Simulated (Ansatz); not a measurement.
# KCl (Sylvite, Fm-3m): a volume series of phonon spectra

Wanted: mode Grüneisen parameters of KCl (Sylvite) and a free-energy fit over volumes.

What experiment has found for this phase:
- volume expansion coefficient 111.3 1e-6/K and heat capacity C_P per formula unit 51.7 J/mol/K near room temperature (given in “High-Throughput Prediction of Finite-Temperature Properties using the Quasi-Harmonic Approximation”, 2016, arXiv:1603.06924)
- volume expansion coefficient 114.9 1e-6/K near room temperature (given in “Descriptors for thermal expansion in solids”, 2017, arXiv:1701.03966)

Calculated with Ansatz 0.2.0; DFT LDA, scalar-relativistic, plane waves, PAW.

## 1. Set-up

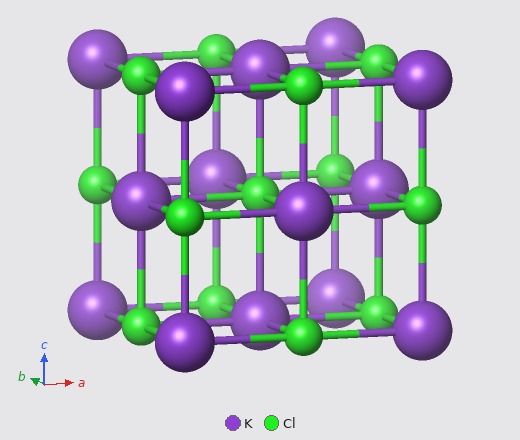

Start, viewed slightly off an axis; potassium purple, chlorine green. This picture shows the conventional cell, with its axes. Some periodic images of atoms are drawn too.

## 2. Probe on a coarse mesh

A cheap single point shows whether the cell is a metal or an insulator and how far it is from rest; that sets the k-mesh and the occupations of what follows.

The input, input.yaml:

```yaml
crystal:
  lattice:
    - [0.0, 3.14647, 3.14647]
    - [3.14647, 0.0, 3.14647]
    - [3.14647, 3.14647, 0.0]
  atoms:
    - { symbol: K, position: [0.0, 0.0, 0.0] }
    - { symbol: Cl, position: [0.5, 0.5, 0.5] }
kpoints:
  mp_grid: { grid: [6, 6, 6] }
hamiltonian:
  xc: lda
scf:
  occupations: { method: gaussian, width: 0.1 }
output:
  forces: true
  stress: true
  eigenvalues: true
```

Command:

```console
> ansatz run input.yaml --threads 4 --pin off --max-ram 16384MiB --backend cpu --events-out ev --progress --plain --runs-dir out
```

Numbers of over 12 decimals in the logs are rounded to 6 here.

Output:

```text
Engine: ansatz 0.2.0, aarch64-unknown-linux-gnu
Pseudopotentials: kind: paw
Pseudopotential: K, paw, valence charge 9, recommended cutoff 420 eV (normal), K.paw.azcp
Pseudopotential: Cl, paw, valence charge 7, recommended cutoff 420 eV (normal), Cl.paw.azcp
Functional definition: SPW92
  exchange = slater_x
  correlation = pw_c
Crystal: 2 atoms, lattice volume = 62.302 Å³
Basis set: ecut = 420 eV, 1243 PW (Γ)
Bands: 12, of which v1, the nominal top of the filled ones, is band 8 counted from 1 (7 counted from 0)
Symmetry: 48 space group operations
Space group: Fm-3m (ITA 225), of the structure as read, at distance tolerance 4.0e-5 Å
k-points: 16 of 216
Non-local potential: K, projectors of the file, l = 0: 3, l = 1: 2, l = 2: 2
Non-local potential: Cl, projectors of the file, l = 0: 2, l = 1: 2, l = 2: 2
PAW form: soft (Blöchl's): semilocal exchange-correlation on the pseudo side does not see the compensation charge
PAW frozen core: K, regenerated for the run's functional, and the local potential with it (the file was generated under x = pbe(κ = 0.804, μ = 0.219515), c = pbe(β = 0.066725))
PAW frozen core: Cl, regenerated for the run's functional, and the local potential with it (the file was generated under x = pbe(κ = 0.804, μ = 0.219515), c = pbe(β = 0.066725))
PAW one-centre angular grid: K, 110 points (default); XC on 64 Gauss nodes
PAW one-centre angular grid: Cl, 110 points (default); XC on 64 Gauss nodes
Initial density: superposition of atomic densities (neutral atoms: chi_scale 0, normalization atom), corrected by the library's trained network
Initial wavefunctions: pseudopotential atomic-orbital guess
Functional: x = slater, c = lda
SCF iter   1: F=—  HF=-2544.258324 eV  |F-HF|=—  |Δ(HF+E_count)|=         —  Δρ=6.14e-3  dr2=2.30e-2  ethr=1.77e-3  ⟨swp⟩=5.4  Hψ=1178  notcnv=0
preconditioner: auto → none  [insulator: Δε(μ)=4.622 eV  Ē_g=14.845 eV  σ=0.100 eV  W_gap=1.00  n_scr=14 (ndim 8)  ℏωp=17.6 eV  f_vac=0.081  D(μ)=0.00/eV (n_scr^D=0)  ε∞_Penn≈2.4]
SCF iter   2: F=—  HF=-2544.250398 eV  |F-HF|=—  |Δ(HF+E_count)|=   7.93e-3  Δρ=2.80e-3  dr2=2.13e-3  ethr=1.44e-4  ⟨swp⟩=2.2  Hψ=386  notcnv=0
SCF iter   3: F=—  HF=-2544.249746 eV  |F-HF|=—  |Δ(HF+E_count)|=   6.52e-4  Δρ=9.37e-4  dr2=3.14e-4  ethr=1.33e-5  ⟨swp⟩=2.3  Hψ=309  notcnv=0
SCF iter   4: F=—  HF=-2544.249649 eV  |F-HF|=—  |Δ(HF+E_count)|=   9.70e-5  Δρ=8.65e-5  dr2=3.86e-6  ethr=1.96e-6  ⟨swp⟩=2.2  Hψ=255  notcnv=0
SCF iter   5: F=—  HF=-2544.249649 eV  |F-HF|=—  |Δ(HF+E_count)|=   5.53e-8  Δρ=1.47e-5  dr2=3.34e-8  ethr=2.41e-8  ⟨swp⟩=2.8  Hψ=298  notcnv=0
SCF iter   6: F=-2544.249649 eV  HF=-2544.249649 eV  |F-HF|=3.82e-11  |Δ(HF+E_count)|=   9.01e-9  Δρ=8.98e-7  dr2=2.63e-10  ethr=2.09e-10  ⟨swp⟩=1.9  Hψ=643  notcnv=0
SCF 1 converged in 6 iterations: F = -2544.249649 eV  dr2 = 2.63e-10
  greatest PAW one-centre occupation: 0.985 electrons in one spin orbital (limit 2), on the K atom at site 0 (counted from 0), in its partial waves of l = 0
SCF converged after 6 iterations
Free energy (F): -2544.249649 eV
Harris-Foulkes:  -2544.249649 eV  (|F-HF|=3.82e-11)
Internal energy: -2544.249649 eV  (E = F + TS)
E sigma→0 (E₀):  -2544.249649 eV
Fermi energy:    2.959890 eV
--- Per-component energies (eV) ---
  E_band       = -134.551910
  E_kinetic    = 414.715583
  E_local      = -837.013784  (includes V_loc(G=0)·N_el)
  E_nonlocal   = 45.499935
  E_hartree    = 278.027148
  E_xc         = -238.994810
  E_vxc        = -285.129303  (∫ρ·V_xc dr)
  E_paw        = -1367.911162  (= ΣΔE_a)
  E_vpaw       = -28.678811  (= ΣTr[D̂ρ^β])
  E_aug_tail   = 0.000095  (compensation charges beyond the density's cutoff)
  E_ewald      = -839.020646
  E_core_change = 0.447992  (= ΣΔE_core)
  E_smearing   = -0.000000  (= −TS)
  E_closure    = 0.000000  (closes the sum)
  Σ components = -2544.249649   (vs F -2544.249649, Δ=0.00e0)
--- Forces (eV/Å), atoms counted from 1 ---
  atom   1  K     -0.00000000    -0.00000000    -0.00000000
  atom   2  Cl     0.00000000    -0.00000000    -0.00000000
  max |Σ_I F_I| component: 5.42e-30 eV/Å
--- Stress (GPa, compression-positive) ---
       -1.959901       0.000000      -0.000000
        0.000000      -1.959901       0.000000
        0.000000       0.000000      -1.959901
  P = ⅓ Tr σ = -1.9599 GPa (-19.599 kbar)
--- Band table (eV; the first three rows and the last of 16) ---
  k-point 0: bands = [... 4 lower, -9.9507, 0.5872, 0.5872, 0.5872, 5.3302, 8.6625, 8.6625, 8.6625]
  k-point 1: bands = [... 4 lower, -9.8851, 0.2438, 0.4957, 0.4957, 5.9868, 8.4661, 9.0096, 9.0096]
  k-point 2: bands = [... 4 lower, -9.7637, -0.3079, 0.3232, 0.3232, 7.2261, 8.5103, 9.9508, 9.9508]
  k-point 15: bands = [... 4 lower, -9.8966, -0.0203, 0.1370, 0.2064, 7.4866, 9.1483, 9.2925, 10.4674]
```

Run time: 0.78 s. Hardware: 4 threads of Arm Neoverse V2, shared host; peak memory 0.28 GiB; 1.3 s of CPU time.

This step gave:

| Quantity | Value |
| --- | --- |
| pressure | -1.960 GPa |
| gap on the k-mesh | 4.743 eV |
| volume per atom | 31.15 Å³ |

The start is under -2.0 GPa at this level and looks like an insulator or semiconductor on this mesh.

## 3. Relaxation

The vibrations must be taken about the equilibrium of this functional, not about the starting cell, so the structure is relaxed.

input.yaml, the sections that differ from step 2:

```yaml
scf:
  occupations: { method: gaussian, width: 0.02 }
output:
  forces: true
  stress: true
  eigenvalues: true
  write_density: true
  write_potential: true
  elf: true
  volumetric_format: npy
relax:
  adjacent_minimum: "off"
  f_tol: 0.005
  max_steps: 80
  cell: { stress_tol: 0.05 }
# crystal, kpoints, hamiltonian: as in step 2
```

Output:

```text
[...]
Crystal: 2 atoms, lattice volume = 62.302 Å³
Basis set: ecut = 420 eV, 1243 PW (Γ)
Bands: 12, of which v1, the nominal top of the filled ones, is band 8 counted from 1 (7 counted from 0)
Symmetry: 48 space group operations
[...]
k-points: 16 of 216
[...]
SCF iter   1: F=—  HF=-2544.258325 eV  |F-HF|=—  |Δ(HF+E_count)|=         —  Δρ=6.14e-3  dr2=2.29e-2  ethr=1.77e-3  ⟨swp⟩=6.0  Hψ=1226  notcnv=0
[...]
SCF iter   6: F=-2544.249649 eV  HF=-2544.249649 eV  |F-HF|=1.57e-10  |Δ(HF+E_count)|=   1.00e-8  Δρ=1.13e-6  dr2=4.84e-10  ethr=1.86e-10  ⟨swp⟩=4.9  Hψ=993  notcnv=0
SCF 1 converged in 6 iterations: F = -2544.249649 eV  dr2 = 4.84e-10
[...]
relax step   1: F+E_penalty+E_count = -2544.24964890 eV  Δ(F+E_penalty+E_count) = +0.000e0 eV  max|allowed force component| = 3.458e-29 eV/Å  Δτ_max = 0.0000 Å  P = -1.960 GPa  Ω = 62.302 Å³  (6 SCF iters, dr2 threshold 1.00e-7 eV, accepted)
Crystal: 2 atoms, lattice volume = 58.814 Å³
Basis set: ecut = 420 eV, 1139 PW (Γ)
[...]
iter 1 solved again at ethr=1.74e-5 eV; its pass at ethr=3.10e-3 eV (dr2=2.78e-3 eV) is discarded
[...]
SCF iter   6: F=-2544.282822 eV  HF=-2544.282822 eV  |F-HF|=1.45e-9  |Δ(HF+E_count)|=   2.68e-8  Δρ=2.46e-6  dr2=3.75e-9  ethr=1.25e-9  ⟨swp⟩=8.0  Hψ=1269  notcnv=0
SCF 2 converged in 6 iterations: F = -2544.282822 eV  dr2 = 3.75e-9
relax step   2: F+E_penalty+E_count = -2544.28282244 eV  Δ(F+E_penalty+E_count) = -3.317e-2 eV  max|allowed force component| = 2.222e-29 eV/Å  Δτ_max = 0.0000 Å  P = -1.022 GPa  Ω = 58.814 Å³  energy of the carried Pulay correction = +7.349e-5 eV  (6 SCF iters, dr2 threshold 2.00e-7 eV, accepted)
Crystal: 2 atoms, lattice volume = 55.433 Å³
Basis set: ecut = 420 eV, 1067 PW (Γ)
[...]
SCF iter   5: F=-2544.291432 eV  HF=-2544.291432 eV  |F-HF|=1.52e-8  |Δ(HF+E_count)|=   1.76e-7  Δρ=9.22e-6  dr2=2.64e-8  ethr=1.25e-9  ⟨swp⟩=9.1  Hψ=1432  notcnv=0
SCF 3 converged in 5 iterations: F = -2544.291432 eV  dr2 = 2.64e-8
relax step   3: F+E_penalty+E_count = -2544.29143157 eV  Δ(F+E_penalty+E_count) = -8.609e-3 eV  max|allowed force component| = 1.019e-30 eV/Å  Δτ_max = 0.0000 Å  P = +0.293 GPa  Ω = 55.433 Å³  energy of the carried Pulay correction = +1.489e-4 eV  (5 SCF iters, dr2 threshold 2.00e-7 eV, accepted)
[...]
relax step   4: F+E_penalty+E_count = -2544.29200104 eV  Δ(F+E_penalty+E_count) = -5.695e-4 eV  max|allowed force component| = 1.939e-30 eV/Å  Δτ_max = 0.0000 Å  P = -0.028 GPa  Ω = 56.152 Å³  energy of the carried Pulay correction = +1.325e-4 eV  (4 SCF iters, dr2 threshold 2.00e-7 eV, accepted)
[...]
SCF iter   1: F=—  HF=-2544.291907 eV  |F-HF|=—  |Δ(HF+E_count)|=         —  Δρ=6.07e-5  dr2=2.78e-7  ethr=9.86e-7  ⟨swp⟩=2.7  Hψ=1668  notcnv=0
eigensolver tolerance schedule: the retry pair's looser diagonalisation over-reported the residual by 566.56 of it (diagonalisation noise at 0.22 of the residual, at the tolerance the schedule requests for it); recorded, not acted on — ethr = c·dr2/N_el stays at c = 1.0e-1
[...]
SCF iter   2: F=—  HF=-2544.291904 eV  |F-HF|=—  |Δ(HF+E_count)|=   3.54e-6  Δρ=2.94e-5  dr2=6.05e-8  ethr=1.74e-9  ⟨swp⟩=2.3  Hψ=306  notcnv=0
[...]
SCF iter   5: F=-2544.291904 eV  HF=-2544.291904 eV  |F-HF|=0.00e0  |Δ(HF+E_count)|=  1.05e-11  Δρ=1.09e-7  dr2=1.93e-12  ethr=1.00e-12  ⟨swp⟩=5.0  Hψ=704  notcnv=0
SCF 5 converged in 5 iterations: F = -2544.291904 eV  dr2 = 1.93e-12
relax step   5: F+E_penalty+E_count = -2544.29190392 eV  Δ(F+E_penalty+E_count) = +9.712e-5 eV  max|allowed force component| = 3.640e-30 eV/Å  Δτ_max = 0.0000 Å  P = -0.029 GPa  Ω = 56.152 Å³  stress off target by 2.92e-2 GPa  SCF on the basis re-selected at this cell (its energy is not comparable with the rows above)  (5 SCF iters)
basis re-selected at this cell: Δ(F+E_penalty+E_count) = +9.712e-5 eV, ΔP = -0.001 GPa vs the last step (what re-selecting the basis moved, of the pressure what is left beyond the Pulay correction that the steps carried, after the strain that the cell walked since its last selection, with what the two solves' SCF thresholds leave and, on support functions, any second-order correction that the steps lacked; it is no m [...]
SCF converged after 5 iterations
Free energy (F): -2544.291904 eV
[...]
Internal energy: -2544.291904 eV  (E = F + TS)
E sigma→0 (E₀):  -2544.291904 eV
Fermi energy:    3.887608 eV
[...]
--- Stress (GPa, compression-positive) ---
       -0.029233      -0.000000      -0.000000
       -0.000000      -0.029233      -0.000000
       -0.000000      -0.000000      -0.029233
  P = ⅓ Tr σ = -0.0292 GPa (-0.292 kbar)
--- Band table (eV; the first three rows and the last of 16) ---
  k-point 0: bands = [... 4 lower, -8.9809, 1.3339, 1.3339, 1.3339, 6.4412, 9.4325, 9.4325, 9.4325]
  k-point 1: bands = [... 4 lower, -8.8952, 0.9277, 1.2149, 1.2149, 7.1593, 9.2606, 9.8177, 9.8177]
  k-point 2: bands = [... 4 lower, -8.7364, 0.2780, 0.9935, 0.9935, 8.3746, 9.4992, 10.8678, 10.8678]
  k-point 15: bands = [... 4 lower, -8.9115, 0.6656, 0.7942, 0.9122, 8.2297, 10.1952, 10.5416, 11.6524]
--- Relaxed structure (4 steps of the walk, 4 accepted, 1 SCFs on fresh bases) ---
  F+E_penalty+E_count = -2544.29190392 eV   max|allowed force component| = 3.640e-30 eV/Å   (the final SCF, on the basis selected at the relaxed cell)
  cell:  # Å, volume = 56.1521 Å³
    - [0, 3.039335, 3.039335]
    - [3.039335, 0, 3.039335]
    - [3.039335, 3.039335, 0]
  atoms:
    - { symbol: K, position: [0, 0, 0] }
    - { symbol: Cl, position: [0.5, 0.5, 0.5] }
```

The job ended after 1.3 s (4 threads; peak memory 0.3 GiB; 3.9 s of CPU time).

Relaxation path:

```tsv
step	energy less that of the first step (eV)	largest force component (eV/Å)	pressure (GPa)	volume (Å³)
1	0.0000	0.0000	-1.96	62.30
2	-0.0332	0.0000	-1.02	58.81
3	-0.0418	0.0000	0.29	55.43
4	-0.0424	0.0000	-0.03	56.15
5*	-0.0423	0.0000	-0.03	56.15
```

Relaxation steps marked * repeat the geometry before them on a plane-wave basis chosen anew for their cell, so energy and pressure can jump there.

The run keeps the 48 symmetry operations that it works with, so distortions that break them were not tested.

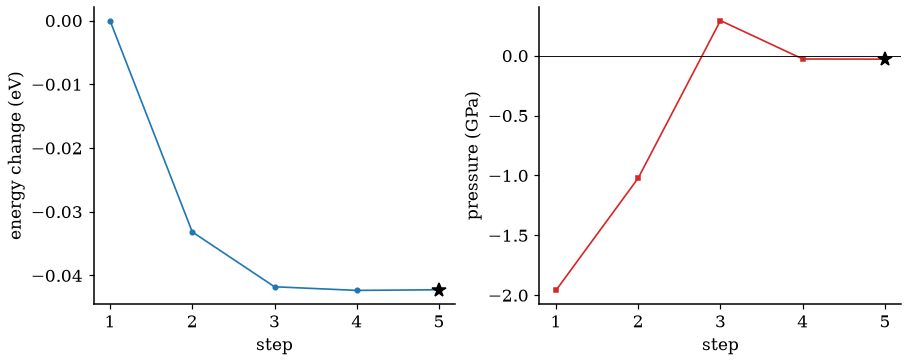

Energy and pressure along the relaxation. Stars mark steps on a basis chosen anew.

```tsv
conventional cell, symmetrised	before	after	change
a (Å)	6.293	6.079	-3.4 %
b (Å)	6.293	6.079	-3.4 %
c (Å)	6.293	6.079	-3.4 %
volume (Å³/atom)	31.15	28.08	-9.9 %
```

The relaxed structure:

```cif
data_structure
_symmetry_space_group_name_H-M 'P 1'
_symmetry_Int_Tables_number 1
_cell_length_a 4.2983
_cell_length_b 4.2983
_cell_length_c 4.2983
_cell_angle_alpha 60.000
_cell_angle_beta 60.000
_cell_angle_gamma 60.000
_cell_volume 56.15
loop_
_atom_site_label
_atom_site_type_symbol
_atom_site_fract_x
_atom_site_fract_y
_atom_site_fract_z
_atom_site_occupancy
K1 K 0.00000 0.00000 0.00000 1
Cl2 Cl 0.50000 0.50000 0.50000 1
```

Numbers from this step:

* pressure: -0.02923 GPa
* gap on the k-mesh: 5.107 eV
* volume per atom: 28.08 Å³

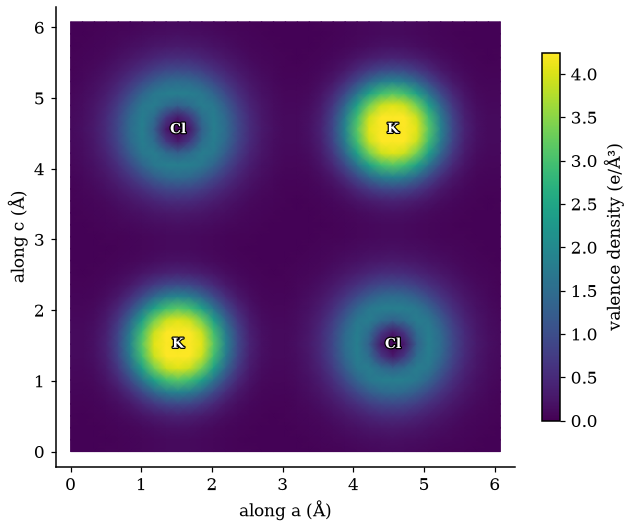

Valence density in the ac plane of the conventional cell at fractional y = 0.000, with atoms of K and Cl within 0.2 Å of it. It is the smooth field of the valence electrons, not physical close to the nuclei. The map starts off the cell's origin, so that atoms lie inside it.

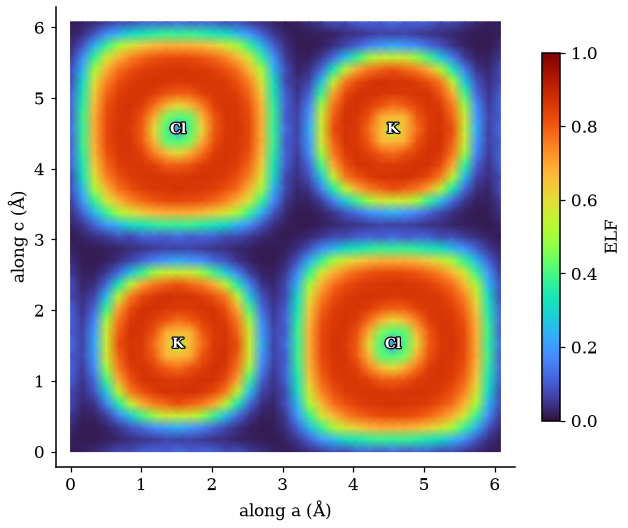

ELF in the ac plane of the conventional cell at fractional y = 0.000, with atoms of K and Cl within 0.2 Å of it. It is the smooth field of the valence electrons, not physical close to the nuclei. The map starts off the cell's origin, so that atoms lie inside it.

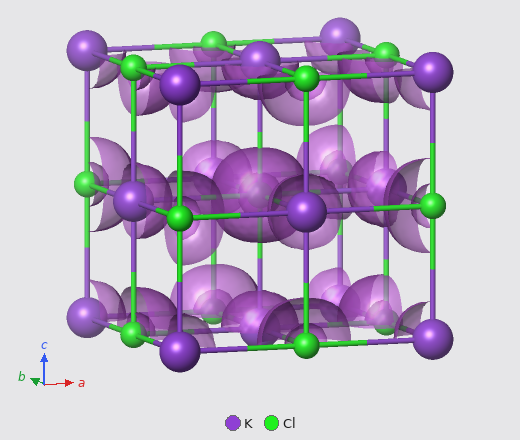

Surface of ELF = 0.79.

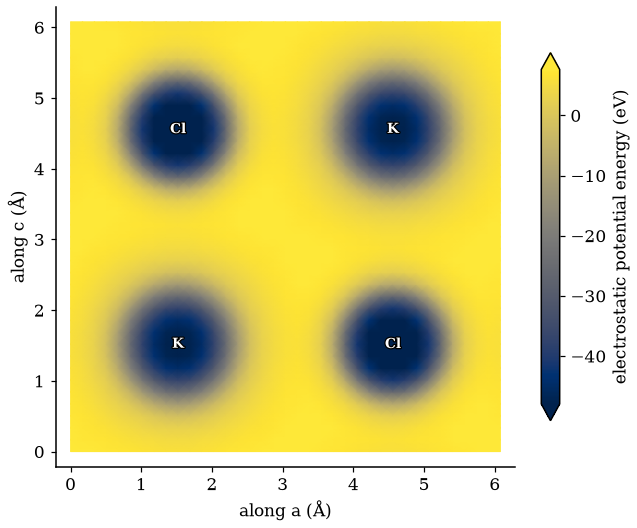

Electrostatic potential energy in the ac plane of the conventional cell at fractional y = 0.000, with atoms of K and Cl within 0.2 Å of it. With pseudopotentials it is smooth inside the atoms' cores, unlike the true potential. The map starts off the cell's origin, so that atoms lie inside it.

The relaxation ends with a pressure of -0.03 GPa.

## 4. A second relaxation

The relaxation is run once more from where the first one ended, as the script does after a large change of volume or of the gap, with mesh and occupations reviewed.

input.yaml, the sections that differ from step 3:

```yaml
crystal:
  lattice:
    - [0.0, 3.0393353207, 3.0393353207]
    - [3.0393353207, 0.0, 3.0393353207]
    - [3.0393353207, 3.0393353207, 0.0]
  atoms:
    - { symbol: K, position: [0.0, 0.0, 0.0] }
    - { symbol: Cl, position: [0.5, 0.5, 0.5] }
output:
  forces: true
  stress: true
  eigenvalues: true
# kpoints, hamiltonian, scf, relax: as in step 3
```

Output:

```text
[...]
Crystal: 2 atoms, lattice volume = 56.152 Å³
Basis set: ecut = 420 eV, 1067 PW (Γ)
Bands: 12, of which v1, the nominal top of the filled ones, is band 8 counted from 1 (7 counted from 0)
Symmetry: 48 space group operations
[...]
k-points: 16 of 216
[...]
k-point 15: bands = [... 4 lower, -8.9115, 0.6656, 0.7942, 0.9122, 8.2297, 10.1952, 10.5416, 11.6524]
--- Relaxed structure (1 steps of the walk, 1 accepted, 1 SCFs on fresh bases) ---
[...]
cell:  # Å, volume = 56.1521 Å³
    - [0.0, 3.0393353207, 3.0393353207]
    - [3.0393353207, 0.0, 3.0393353207]
    - [3.0393353207, 3.0393353207, 0.0]
  atoms:
    - { symbol: K, position: [0.0, 0.0, 0.0] }
    - { symbol: Cl, position: [0.500000, 0.500000, 0.500000] }
[key lines of the parts left out:]
SCF converged after 4 iterations
Free energy (F): -2544.291904 eV
Fermi energy:    3.887608 eV
P = ⅓ Tr σ = -0.0292 GPa (-0.292 kbar)
```

Elapsed: 0.52 s, on 4 threads; peak memory 0.29 GiB.

Little changed from the start: no atom moved by 0.005 Å and no cell edge by 0.1 %.

## 5. Relaxing to small residual forces and stress

The thresholds are tightened for a last relaxation ahead of the phonons, and where mesh or smearing change with them the cell follows.

input.yaml, the sections that differ from step 4:

```yaml
kpoints:
  mp_grid: { grid: [8, 8, 8] }
scf:
  occupations: { method: fixed }
relax:
  adjacent_minimum: "off"
  f_tol: 0.001
  max_steps: 60
  cell: { stress_tol: 0.01 }
# crystal, hamiltonian, output: as in step 4
```

Output:

```text
[...]
Crystal: 2 atoms, lattice volume = 56.152 Å³
Basis set: ecut = 420 eV, 1067 PW (Γ)
Bands: 12, of which v1, the nominal top of the filled ones, is band 8 counted from 1 (7 counted from 0)
Symmetry: 48 space group operations
[...]
k-points: 29 of 512
[...]
k-point 28: bands = [... 4 lower, -8.8526, 0.7086, 0.7826, 0.7826, 9.1542, 9.1542, 10.9023, 11.3846]
--- Relaxed structure (2 steps of the walk, 2 accepted, 1 SCFs on fresh bases) ---
[...]
cell:  # Å, volume = 56.1058 Å³
    - [0, 3.038501, 3.038501]
    - [3.038501, 0, 3.038501]
    - [3.038501, 3.038501, 0]
  atoms:
    - { symbol: K, position: [0, 0, 0] }
    - { symbol: Cl, position: [0.5, 0.5, 0.5] }
[key lines of the parts left out:]
SCF converged after 8 iterations
Free energy (F): -2544.291916 eV
Fermi energy:    1.340232 eV
P = ⅓ Tr σ = -0.0094 GPa (-0.094 kbar)
```

Elapsed: 0.99 s, on 4 threads; peak memory 0.3 GiB.

Little changed from the start: no atom moved by 0.005 Å and no cell edge by 0.1 %.

Numbers from this step:

| Property | Result |
| --- | --- |
| pressure | -0.009401 GPa |
| gap on the k-mesh | 5.110 eV |
| volume per atom | 28.05 Å³ |

The residual pressure is -0.0094 GPa, small enough for phonons.

[end of part 1 of 3]

[Logs are printed without paths, hosts, clocks, repeated set-up lines and the standing remarks that a program may print on its own settings, such as how far it seeks lower states.]

[Hosts, paths, dates, database ids (printed as entryN), source tags and the programs' standing remarks are cut or masked in the printed files.]

[A step with changed settings may run another functional than the one named; its input shows which.]

[Of the runs on displaced cells, only some may be shown.]
